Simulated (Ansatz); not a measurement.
C₂H₄F (doublet)

```xyz
7

C     0.0219   -0.0790    0.6341
C     0.0052   -0.1105   -0.8364
F     0.7451    0.8293   -1.4472
H    -0.4323    0.8402    1.0330
H    -0.5375   -0.9288    1.0289
H     1.0456   -0.1288    1.0164
H    -0.8481   -0.4225   -1.4288
```

The product side of a reaction path; geometry: PBE0-D4/def2-TZVP.

All numbers below come from Ansatz 0.2.0, UKS PBE0-D4/def2-TZVPP.

Q: What will maps of the electron density, electron localisation function and spin density show?

A: C–F (1.34 Å): ρ at the midpoint is about 2.3 e/Å³; the ELF peaks at about 0.80 between the atoms, as expected for a polar covalent bond.
C–C (1.47 Å): ρ is about 1.8 e/Å³ halfway; the ELF peaks at about 0.95 between the atoms (a shared electron pair).
C–H (1.09 Å): the density is about 2 e/Å³ at the midpoint; the ELF climbs to about 1 towards the hydrogen, as it does in any bond to H; an ordinary covalent bond to hydrogen.
The unpaired spin (1 electron) lies mostly on C2 (about 0.7) and F3 (about 0.1), in electrons by Hirshfeld's partition.

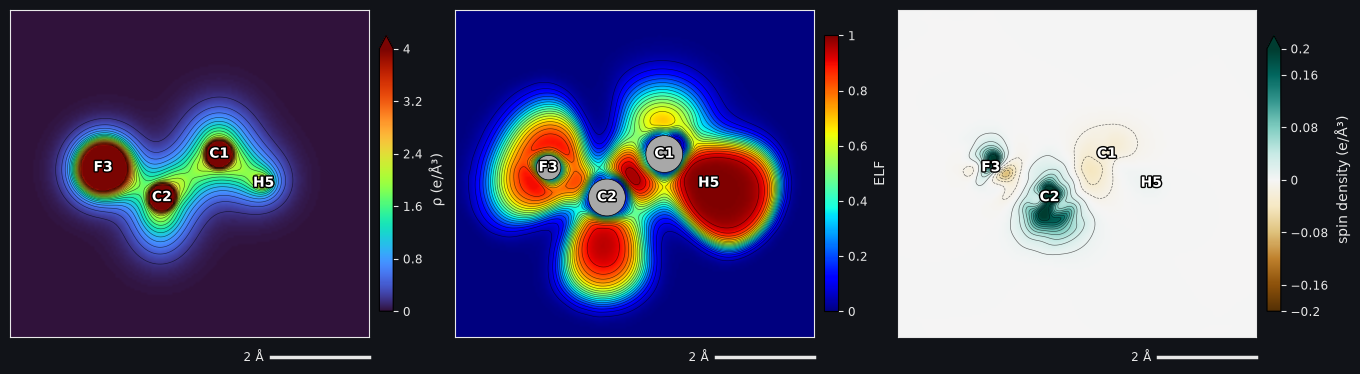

Computed electron density, electron localisation function and spin density on the plane of atoms C2, C1 and H5, in this order. Grey discs cover the atomic cores in the ELF map. 
